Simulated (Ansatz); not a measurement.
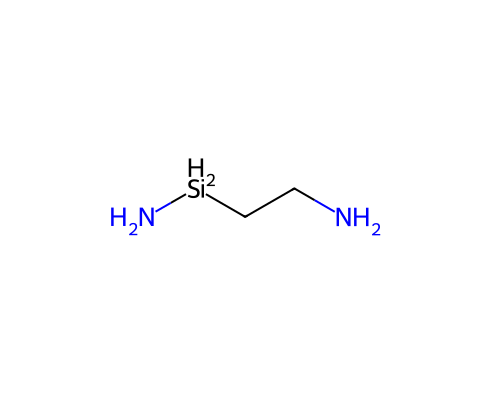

Structural formula above. The geometry was computed by an optimisation with PBE0-D4/def2-TZVP. No frequency run is at hand to confirm it as a minimum.

Describe the 3D structure.

Formula C₂H₁₀N₂Si. SMILES: `NCC[SiH2]N`. It has no ring. Among its groups: primary amine, Si–H bond, Si–N bond. This geometry has C1 symmetry. Coordination, clear cases only: 1 N trigonal pyramidal; 2 C tetrahedral; 1 Si tetrahedral.

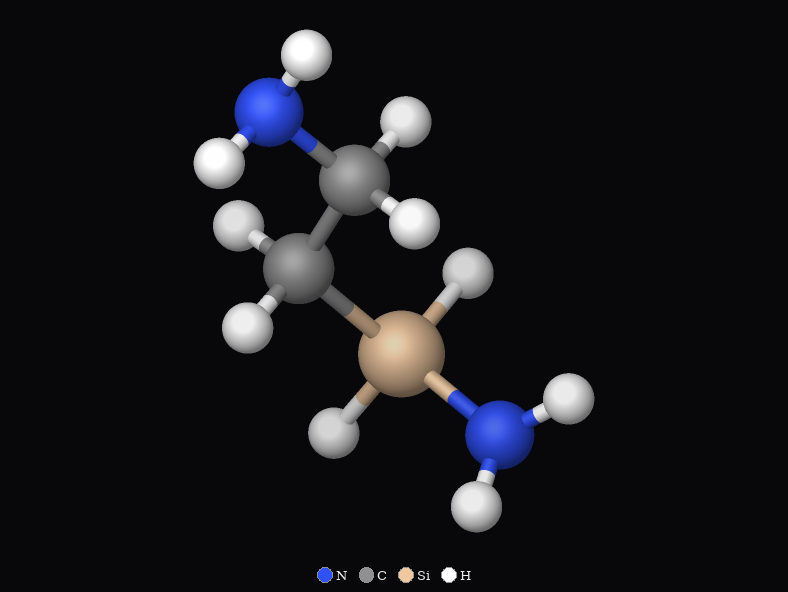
